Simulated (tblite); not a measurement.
**Geometry relaxation of CH$_{10}$Si$_{3}$**

System: CH$_{10}$Si$_{3}$, SMILES C[SiH]([SiH3])[SiH3].
Method: GFN2-xTB geometry optimisation, gas phase (tblite 0.8.0).

It belongs to a series of runs on one base structure; here: H on Si replaced by CH3.

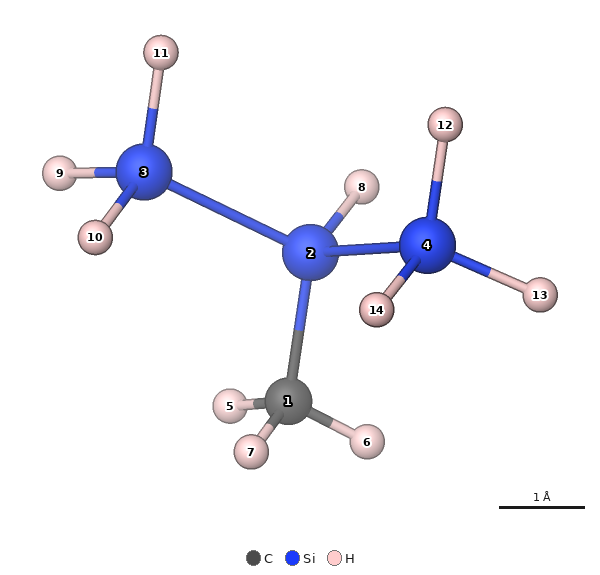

Figure 1. The structure as given in the input (ball-and-stick view, seen at a tilt; atoms are numbered from 1 in the order of the input). Bond lengths as drawn: C–H 1.09 to 1.10 Å, C–Si 1.84 Å, H–Si 1.48 to 1.50 Å and Si–Si 2.29 to 2.30 Å.

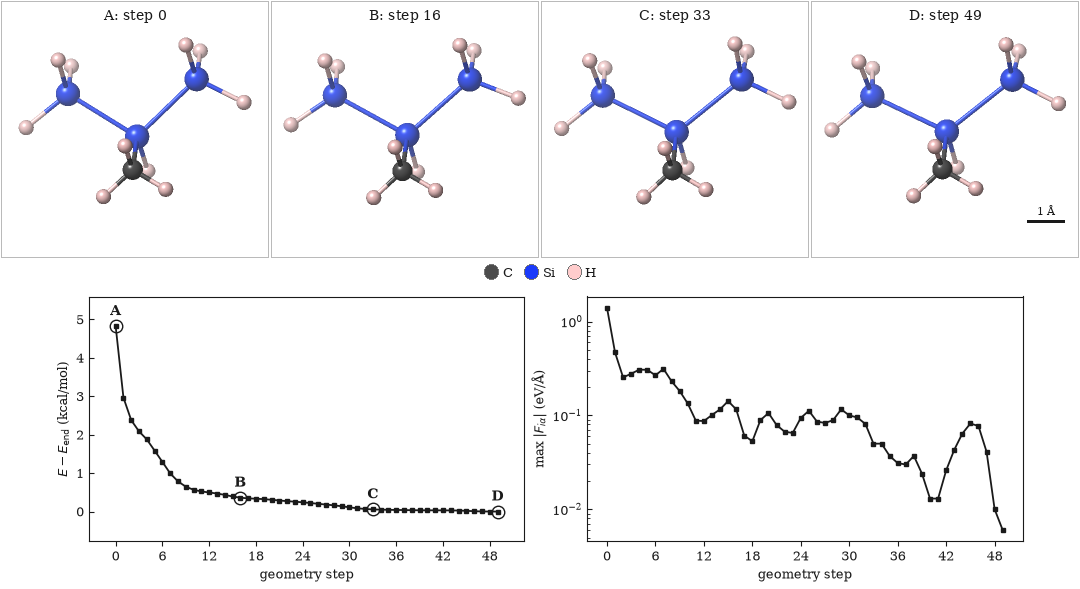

Figure 2. Frames of the relaxation (ball-and-stick view, seen at a tilt) above the curves, on which the letters mark them (steps are counted from 0).

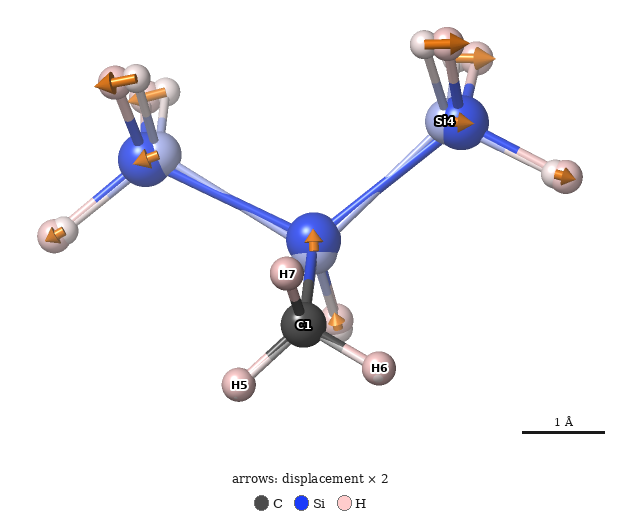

Figure 3. Start (faint) and end (solid) with the displacements as orange arrows, magnified 2 times (ball-and-stick view, seen at a tilt). The two geometries are laid on each other by the best rigid fit. H14 moves most after the best rigid fit: 0.28 Å. By element the largest moves are H 0.28 Å, Si 0.17 Å, C 0.02 Å. Distances before and after: C1–Si2 1.836 → 1.911 Å, Si2–Si3 2.286 → 2.323 Å, Si4–H12 1.501 → 1.465 Å, Si2–Si4 2.297 → 2.323 Å. Among the angles that change: Si3–Si2–Si4 104.7° → 116.5°, C1–Si2–H8 110.0° → 104.4°, Si2–Si4–H13 110.2° → 114.5°. After 49 geometry steps the energy has fallen by 4.83 kcal/mol. The largest force component goes from 1.4 to 0.006 eV/Å. (Atoms are counted from 1 in the order of the input.)

These pictures come from the run below.

Input
```
{"job": {"kind": "relax", "xc": "GFN2-xTB", "basis": "xTB"}, "charge": 0, "multiplicity": 1}
C      0.119300     1.783300    -0.818300
Si    -0.093400     0.406500     0.377300
Si    -1.818700    -0.955500    -0.249600
Si     1.763600    -0.944400     0.332800
H     -0.780400     2.421600    -0.831500
H      0.955300     2.422700    -0.553800
H      0.279900     1.423600    -1.839300
H     -0.308900     0.954200     1.761000
H     -3.090200    -0.178400    -0.277300
H     -1.584200    -1.490300    -1.611700
H     -1.984700    -2.089300     0.691300
H      1.601700    -2.090600     1.288200
H      2.967200    -0.173800     0.735400
H      1.972900    -1.489900    -1.031700
```

The first line tells a small driver script what to run in tblite; the rest is the geometry in Å.

Launched with:
```bash
OMP_NUM_THREADS=1 python <driver script> task.json out
```

Output
```
step      E/eV     max force
  0    -336.98538    1.829
  1    -337.06609    0.560
  2    -337.09156    0.312
  3    -337.10416    0.294
  4    -337.11326    0.314
  5    -337.12586    0.309
  6    -337.13865    0.369
  7    -337.15161    0.426
  8    -337.16061    0.285
  9    -337.16657    0.200
 10    -337.17011    0.137
 11    -337.17196    0.121
 12    -337.17313    0.087
 13    -337.17430    0.106
 14    -337.17584    0.134
 15    -337.17764    0.165
 16    -337.17904    0.137
 17    -337.17977    0.075
 18    -337.18018    0.065
 19    -337.18065    0.108
 20    -337.18136    0.134
 21    -337.18219    0.110
 22    -337.18291    0.067
 23    -337.18354    0.065
 24    -337.18423    0.110
 25    -337.18505    0.140
 26    -337.18593    0.128
 27    -337.18678    0.087
 28    -337.18764    0.093
 29    -337.18869    0.125
 30    -337.18991    0.114
 31    -337.19097    0.105
 32    -337.19173    0.087
 33    -337.19222    0.070
 34    -337.19252    0.053
 35    -337.19272    0.037
 36    -337.19286    0.037
 37    -337.19299    0.047
 38    -337.19313    0.045
 39    -337.19323    0.026
 40    -337.19327    0.013
 41    -337.19329    0.014
 42    -337.19332    0.027
 43    -337.19339    0.044
 44    -337.19354    0.066
 45    -337.19384    0.086
 46    -337.19426    0.083
 47    -337.19456    0.047
 48    -337.19465    0.014
 49    -337.19467    0.007
```

Trajectory as extended XYZ (Å, eV, eV/Å), 16 of the 50 frames kept, from step=0 to step=49
```
14
Properties=species:S:1:pos:R:3:forces:R:3 step=0 energy=-336.98538
C     0.1193    1.7833   -0.8183   -0.3190   1.4040  -0.9590
Si   -0.0934    0.4065    0.3773   -0.0500  -1.1690   1.4060
Si   -1.8187   -0.9555   -0.2496   -0.7240  -0.0240  -0.0730
Si    1.7636   -0.9444    0.3328    0.4640  -0.2250   0.3100
H    -0.7804    2.4216   -0.8315    0.3890  -0.1670  -0.1220
H     0.9553    2.4227   -0.5538    0.0660   0.0790  -0.0790
H     0.2799    1.4236   -1.8393   -0.0280   0.0990   0.2260
H    -0.3089    0.9542    1.7610    0.0490   0.0000  -0.4110
H    -3.0902   -0.1784   -0.2773    0.2170  -0.3820  -0.0610
H    -1.5842   -1.4903   -1.6117   -0.1460   0.0260   0.2840
H    -1.9847   -2.0893    0.6913   -0.0210   0.2340  -0.3000
H     1.6017   -2.0906    1.2882    0.1620   0.4170  -0.4390
H     2.9672   -0.1738    0.7354   -0.1270  -0.3490  -0.1410
H     1.9729   -1.4899   -1.0317    0.0690   0.0570   0.3580
14
Properties=species:S:1:pos:R:3:forces:R:3 step=3 energy=-337.10416
C     0.1131    1.8102   -0.8301    0.0040  -0.1780   0.2340
Si   -0.0922    0.3708    0.4155    0.0290   0.0030  -0.2110
Si   -1.8491   -0.9563   -0.2527    0.0330   0.0540   0.0230
Si    1.7856   -0.9533    0.3451    0.0260   0.0890  -0.0140
H    -0.7768    2.4283   -0.8410   -0.0060   0.1190  -0.0840
H     0.9605    2.4320   -0.5596   -0.0140   0.0790  -0.0710
H     0.2788    1.4287   -1.8353   -0.0190   0.0580   0.0590
H    -0.3076    0.9583    1.7473   -0.0110   0.1060   0.0320
H    -3.0883   -0.1968   -0.2816   -0.2780  -0.0650  -0.0630
H    -1.5938   -1.4897   -1.5964   -0.1170  -0.0350   0.0640
H    -1.9887   -2.0797    0.6756   -0.1090  -0.0340  -0.0820
H     1.6125   -2.0736    1.2678    0.1310  -0.0740  -0.0190
H     2.9673   -0.1921    0.7291    0.2340  -0.1030   0.0000
H     1.9780   -1.4872   -1.0107    0.0960  -0.0190   0.1320
14
Properties=species:S:1:pos:R:3:forces:R:3 step=7 energy=-337.15161
C     0.1082    1.8109   -0.8025    0.0010   0.2890  -0.3130
Si   -0.0885    0.3558    0.4088   -0.0690   0.2360   0.1220
Si   -1.8777   -0.9373   -0.2476   -0.1390   0.0190   0.0050
Si    1.8136   -0.9356    0.3607    0.0580  -0.0070   0.0860
H    -0.7682    2.4557   -0.8630    0.0080  -0.0940   0.1620
H     0.9562    2.4539   -0.5774   -0.0110  -0.0550   0.1440
H     0.2727    1.4442   -1.8122    0.0190  -0.1120  -0.0550
H    -0.3076    0.9846    1.7343    0.0110  -0.0420  -0.0630
H    -3.1599   -0.2339   -0.3028   -0.0500  -0.0550  -0.0130
H    -1.6342   -1.5013   -1.5743   -0.0460  -0.0160  -0.1010
H    -2.0244   -2.0852    0.6441   -0.0850  -0.0470   0.0570
H     1.6589   -2.0834    1.2498    0.0640  -0.0630   0.0910
H     3.0379   -0.2343    0.7254    0.1500  -0.0050   0.0340
H     2.0125   -1.4948   -0.9705    0.0870  -0.0490  -0.1560
14
Properties=species:S:1:pos:R:3:forces:R:3 step=10 energy=-337.17011
C     0.1084    1.8279   -0.8133    0.0230  -0.0660  -0.0030
Si   -0.0923    0.3732    0.4071    0.0210  -0.0710  -0.0670
Si   -1.8992   -0.9291   -0.2453   -0.0200  -0.0620  -0.0300
Si    1.8303   -0.9287    0.3720    0.0500  -0.0570  -0.0340
H    -0.7691    2.4622   -0.8565   -0.0920   0.0350   0.0490
H     0.9553    2.4600   -0.5701    0.0520   0.0230   0.0580
H     0.2726    1.4399   -1.8121    0.0270  -0.0050  -0.1340
H    -0.3074    0.9940    1.7275   -0.0130   0.0260   0.0600
H    -3.1984   -0.2540   -0.3131    0.0040  -0.0290   0.0080
H    -1.6569   -1.5064   -1.5745   -0.0390   0.0570  -0.0020
H    -2.0493   -2.0914    0.6371   -0.0480   0.0590   0.0270
H     1.6859   -2.0940    1.2531    0.0420   0.0730   0.0300
H     3.0834   -0.2529    0.7277   -0.0340  -0.0430   0.0070
H     2.0362   -1.5011   -0.9667    0.0280   0.0600   0.0310
14
Properties=species:S:1:pos:R:3:forces:R:3 step=13 energy=-337.17430
C     0.1097    1.8285   -0.8192   -0.0100  -0.0290   0.0110
Si   -0.0912    0.3700    0.4024    0.0100  -0.0310  -0.0010
Si   -1.9063   -0.9320   -0.2472    0.0250   0.0270   0.0110
Si    1.8383   -0.9315    0.3721   -0.0320   0.0320   0.0000
H    -0.7745    2.4637   -0.8494    0.0730  -0.0690  -0.0010
H     0.9577    2.4614   -0.5631   -0.0560  -0.0550  -0.0250
H     0.2751    1.4409   -1.8235   -0.0050   0.1010   0.0320
H    -0.3083    0.9974    1.7292    0.0080  -0.0350  -0.0640
H    -3.2074   -0.2622   -0.3146   -0.0060  -0.0050   0.0090
H    -1.6669   -1.5018   -1.5766   -0.0260   0.0190  -0.0430
H    -2.0613   -2.0872    0.6396   -0.0390   0.0140   0.0420
H     1.6973   -2.0893    1.2585    0.0260   0.0200   0.0470
H     3.0914   -0.2618    0.7295   -0.0010  -0.0060   0.0160
H     2.0457   -1.4966   -0.9648    0.0330   0.0170  -0.0320
14
Properties=species:S:1:pos:R:3:forces:R:3 step=16 energy=-337.17904
C     0.1107    1.8198   -0.8223   -0.0010   0.0270  -0.0050
Si   -0.0877    0.3581    0.3934   -0.0330   0.0260   0.0520
Si   -1.9115   -0.9328   -0.2485   -0.0480   0.0140   0.0020
Si    1.8443   -0.9310    0.3711    0.0170   0.0010   0.0330
H    -0.7720    2.4545   -0.8400   -0.0010  -0.0400  -0.0060
H     0.9528    2.4539   -0.5575    0.0130  -0.0270   0.0030
H     0.2780    1.4610   -1.8359   -0.0120   0.0220   0.0350
H    -0.3080    0.9953    1.7201    0.0210  -0.0700  -0.1160
H    -3.2194   -0.2736   -0.3145    0.0180   0.0290   0.0120
H    -1.6856   -1.4906   -1.5866   -0.0130  -0.0090  -0.0040
H    -2.0847   -2.0771    0.6509    0.0010   0.0030   0.0020
H     1.7174   -2.0772    1.2746   -0.0060  -0.0090   0.0120
H     3.1004   -0.2746    0.7349    0.0250   0.0540   0.0170
H     2.0647   -1.4862   -0.9668    0.0180  -0.0200  -0.0350
14
Properties=species:S:1:pos:R:3:forces:R:3 step=20 energy=-337.18136
C     0.1113    1.8181   -0.8215   -0.0020  -0.0130   0.0010
Si   -0.0895    0.3516    0.3877    0.0450  -0.0680  -0.1060
Si   -1.9191   -0.9325   -0.2496    0.0100  -0.0020  -0.0060
Si    1.8510   -0.9313    0.3731    0.0200   0.0070  -0.0190
H    -0.7749    2.4460   -0.8368   -0.0030   0.0200   0.0130
H     0.9554    2.4474   -0.5532   -0.0090   0.0070   0.0140
H     0.2775    1.4701   -1.8373    0.0050  -0.0230  -0.0090
H    -0.3053    0.9840    1.7031   -0.0130   0.0130   0.0660
H    -3.2217   -0.2684   -0.3114   -0.0270   0.0490   0.0080
H    -1.6953   -1.4878   -1.5896   -0.0210  -0.0160   0.0090
H    -2.0923   -2.0721    0.6555   -0.0010  -0.0050  -0.0070
H     1.7227   -2.0740    1.2827    0.0040   0.0020  -0.0130
H     3.1052   -0.2669    0.7402   -0.0200   0.0270   0.0010
H     2.0743   -1.4845   -0.9701    0.0130   0.0000   0.0480
14
Properties=species:S:1:pos:R:3:forces:R:3 step=23 energy=-337.18354
C     0.1117    1.8156   -0.8213   -0.0060  -0.0180  -0.0330
Si   -0.0858    0.3334    0.3674    0.0260   0.0290   0.0460
Si   -1.9319   -0.9318   -0.2523    0.0010   0.0190   0.0000
Si    1.8657   -0.9310    0.3747   -0.0150   0.0150   0.0060
H    -0.7794    2.4388   -0.8302    0.0570   0.0160   0.0230
H     0.9577    2.4407   -0.5448   -0.0650   0.0020  -0.0020
H     0.2775    1.4782   -1.8409    0.0120  -0.0070  -0.0170
H    -0.3032    0.9697    1.6871   -0.0030  -0.0320   0.0090
H    -3.2305   -0.2549   -0.3064    0.0090   0.0280   0.0070
H    -1.7143   -1.4875   -1.5914   -0.0350  -0.0350  -0.0170
H    -2.1043   -2.0662    0.6588   -0.0100  -0.0130  -0.0090
H     1.7328   -2.0691    1.2904    0.0180   0.0090  -0.0250
H     3.1115   -0.2530    0.7476   -0.0300   0.0140  -0.0050
H     2.0918   -1.4834   -0.9658    0.0400  -0.0260   0.0170
14
Properties=species:S:1:pos:R:3:forces:R:3 step=26 energy=-337.18593
C     0.1113    1.8085   -0.8259    0.0080  -0.0020   0.0130
Si   -0.0777    0.3189    0.3525   -0.0860   0.0420   0.0850
Si   -1.9431   -0.9284   -0.2555    0.0040  -0.0070  -0.0120
Si    1.8775   -0.9282    0.3759   -0.0150  -0.0060  -0.0060
H    -0.7753    2.4355   -0.8196   -0.0240  -0.0020  -0.0220
H     0.9495    2.4350   -0.5365    0.0350   0.0130  -0.0150
H     0.2799    1.4837   -1.8485    0.0000   0.0120  -0.0200
H    -0.3019    0.9492    1.6758    0.0070  -0.0330  -0.0040
H    -3.2359   -0.2334   -0.2993    0.0620  -0.0080   0.0060
H    -1.7401   -1.4944   -1.5953   -0.0490  -0.0100   0.0180
H    -2.1168   -2.0624    0.6595   -0.0160   0.0220  -0.0310
H     1.7451   -2.0630    1.2930    0.0210  -0.0100   0.0020
H     3.1103   -0.2337    0.7540    0.0010   0.0210   0.0040
H     2.1167   -1.4877   -0.9573    0.0510  -0.0330  -0.0170
14
Properties=species:S:1:pos:R:3:forces:R:3 step=29 energy=-337.18869
C     0.1116    1.8019   -0.8290    0.0020   0.0380   0.0260
Si   -0.0804    0.3084    0.3461    0.0030  -0.0340  -0.0890
Si   -1.9530   -0.9255   -0.2608    0.0320  -0.0200  -0.0070
Si    1.8870   -0.9253    0.3753   -0.0090  -0.0030  -0.0320
H    -0.7734    2.4316   -0.8128   -0.0410  -0.0250  -0.0520
H     0.9455    2.4306   -0.5310    0.0610  -0.0130  -0.0250
H     0.2820    1.4899   -1.8570   -0.0170   0.0140   0.0510
H    -0.3001    0.9222    1.6679   -0.0180   0.0430   0.1160
H    -3.2309   -0.2076   -0.2900    0.0180   0.0020  -0.0010
H    -1.7758   -1.5057   -1.5965   -0.0350   0.0040  -0.0070
H    -2.1312   -2.0563    0.6543   -0.0270   0.0020   0.0010
H     1.7605   -2.0590    1.2942    0.0250  -0.0060   0.0170
H     3.1060   -0.2067    0.7610   -0.0260  -0.0050  -0.0050
H     2.1516   -1.4990   -0.9490    0.0340   0.0020   0.0080
14
Properties=species:S:1:pos:R:3:forces:R:3 step=33 energy=-337.19222
C     0.1124    1.7988   -0.8292   -0.0050   0.0080   0.0120
Si   -0.0811    0.2902    0.3280    0.0410   0.0310   0.0480
Si   -1.9647   -0.9256   -0.2697   -0.0090  -0.0080   0.0030
Si    1.9004   -0.9237    0.3703    0.0030  -0.0180   0.0080
H    -0.7781    2.4209   -0.8114   -0.0020   0.0180  -0.0080
H     0.9503    2.4211   -0.5271    0.0000   0.0080  -0.0040
H     0.2822    1.5042   -1.8616   -0.0030  -0.0380   0.0210
H    -0.3000    0.8899    1.6693    0.0040  -0.0180  -0.0500
H    -3.2233   -0.1753   -0.2780   -0.0040   0.0110  -0.0070
H    -1.8355   -1.5178   -1.6037   -0.0050   0.0060  -0.0320
H    -2.1620   -2.0465    0.6511   -0.0160  -0.0220   0.0230
H     1.7916   -2.0506    1.3020    0.0100   0.0100   0.0020
H     3.0967   -0.1748    0.7702   -0.0230  -0.0010  -0.0100
H     2.2105   -1.5112   -0.9373    0.0080   0.0140  -0.0070
14
Properties=species:S:1:pos:R:3:forces:R:3 step=36 energy=-337.19286
C     0.1120    1.7998   -0.8276    0.0010  -0.0100   0.0060
Si   -0.0770    0.2899    0.3283   -0.0280  -0.0220  -0.0090
Si   -1.9658   -0.9269   -0.2706    0.0050  -0.0050   0.0030
Si    1.9018   -0.9254    0.3695    0.0000  -0.0020  -0.0030
H    -0.7792    2.4213   -0.8129    0.0110   0.0140   0.0040
H     0.9515    2.4208   -0.5276   -0.0100   0.0190  -0.0040
H     0.2816    1.5010   -1.8586    0.0010  -0.0310   0.0060
H    -0.3000    0.8845    1.6673    0.0020   0.0040  -0.0010
H    -3.2214   -0.1687   -0.2770    0.0150  -0.0050  -0.0050
H    -1.8440   -1.5189   -1.6079   -0.0030   0.0190   0.0100
H    -2.1675   -2.0477    0.6528   -0.0090   0.0080  -0.0060
H     1.7964   -2.0490    1.3034    0.0060  -0.0100   0.0130
H     3.0917   -0.1696    0.7701    0.0060   0.0100  -0.0010
H     2.2192   -1.5116   -0.9364    0.0030   0.0080  -0.0120
14
Properties=species:S:1:pos:R:3:forces:R:3 step=39 energy=-337.19323
C     0.1118    1.7991   -0.8258    0.0000  -0.0040  -0.0050
Si   -0.0782    0.2869    0.3280    0.0030  -0.0100  -0.0210
Si   -1.9664   -0.9283   -0.2708   -0.0030   0.0030   0.0010
Si    1.9031   -0.9269    0.3688    0.0030   0.0050   0.0010
H    -0.7779    2.4236   -0.8135    0.0100  -0.0130   0.0000
H     0.9506    2.4233   -0.5287   -0.0080  -0.0120  -0.0040
H     0.2813    1.4941   -1.8555   -0.0010  -0.0050   0.0110
H    -0.2998    0.8810    1.6657   -0.0040   0.0100   0.0240
H    -3.2177   -0.1647   -0.2771   -0.0010   0.0030  -0.0010
H    -1.8511   -1.5170   -1.6095    0.0050   0.0090   0.0030
H    -2.1733   -2.0475    0.6528   -0.0070   0.0010  -0.0050
H     1.8014   -2.0492    1.3060    0.0070   0.0000  -0.0020
H     3.0891   -0.1643    0.7699    0.0000   0.0030  -0.0020
H     2.2265   -1.5108   -0.9374   -0.0050   0.0080   0.0010
14
Properties=species:S:1:pos:R:3:forces:R:3 step=42 energy=-337.19332
C     0.1118    1.7977   -0.8259    0.0010  -0.0080   0.0020
Si   -0.0780    0.2847    0.3261   -0.0020   0.0070   0.0260
Si   -1.9676   -0.9282   -0.2709   -0.0030   0.0050   0.0010
Si    1.9044   -0.9267    0.3689    0.0010   0.0030   0.0020
H    -0.7772    2.4222   -0.8128   -0.0090  -0.0060  -0.0020
H     0.9498    2.4221   -0.5285    0.0090  -0.0070   0.0010
H     0.2813    1.4930   -1.8550    0.0010  -0.0060  -0.0090
H    -0.2999    0.8801    1.6658    0.0010  -0.0060  -0.0070
H    -3.2178   -0.1632   -0.2770   -0.0040   0.0060  -0.0010
H    -1.8530   -1.5152   -1.6100    0.0050   0.0040  -0.0010
H    -2.1762   -2.0467    0.6528   -0.0050  -0.0020  -0.0050
H     1.8040   -2.0485    1.3070    0.0070   0.0000  -0.0060
H     3.0891   -0.1625    0.7702    0.0030   0.0060  -0.0010
H     2.2285   -1.5093   -0.9376   -0.0030   0.0040   0.0000
14
Properties=species:S:1:pos:R:3:forces:R:3 step=46 energy=-337.19426
C     0.1123    1.7760   -0.8243    0.0000  -0.0100   0.0130
Si   -0.0787    0.2729    0.3365   -0.0260  -0.0180   0.0770
Si   -1.9793   -0.9201   -0.2696    0.0230   0.0020   0.0000
Si    1.9149   -0.9187    0.3722   -0.0140   0.0040  -0.0110
H    -0.7761    2.3990   -0.8149   -0.0390   0.0290  -0.0090
H     0.9501    2.4009   -0.5320    0.0350   0.0220   0.0090
H     0.2813    1.4628   -1.8499    0.0050  -0.0120  -0.0430
H    -0.3012    0.8716    1.6769    0.0080  -0.0160  -0.0380
H    -3.2186   -0.1384   -0.2795   -0.0130   0.0110   0.0030
H    -1.8594   -1.4918   -1.6147    0.0000  -0.0060  -0.0050
H    -2.2111   -2.0455    0.6399   -0.0010   0.0000  -0.0040
H     1.8384   -2.0458    1.3045    0.0050  -0.0100   0.0060
H     3.0883   -0.1353    0.7674    0.0150   0.0080   0.0060
H     2.2383   -1.4882   -0.9398    0.0020  -0.0030  -0.0050
14
Properties=species:S:1:pos:R:3:forces:R:3 step=49 energy=-337.19467
C     0.1122    1.7682   -0.8225   -0.0030   0.0010  -0.0010
Si   -0.0812    0.2699    0.3475    0.0000  -0.0030  -0.0020
Si   -1.9813   -0.9167   -0.2685   -0.0010   0.0000  -0.0040
Si    1.9166   -0.9153    0.3731    0.0010  -0.0020   0.0000
H    -0.7769    2.3927   -0.8187    0.0020   0.0050  -0.0050
H     0.9522    2.3949   -0.5352   -0.0030  -0.0020   0.0010
H     0.2810    1.4468   -1.8471   -0.0020   0.0010   0.0010
H    -0.3019    0.8708    1.6836    0.0000   0.0030   0.0040
H    -3.2181   -0.1297   -0.2816   -0.0020   0.0040   0.0060
H    -1.8586   -1.4828   -1.6158    0.0030  -0.0050  -0.0040
H    -2.2234   -2.0465    0.6327    0.0000   0.0010   0.0000
H     1.8514   -2.0468    1.3016    0.0050  -0.0010   0.0030
H     3.0881   -0.1258    0.7649    0.0020  -0.0010   0.0040
H     2.2392   -1.4801   -0.9413   -0.0030   0.0000  -0.0040
```

Results in brief

- outcome: converged
- total energy: −337.1947 eV
- hardware: 1 CPU thread, shared host
- peak memory: 0.18 GiB
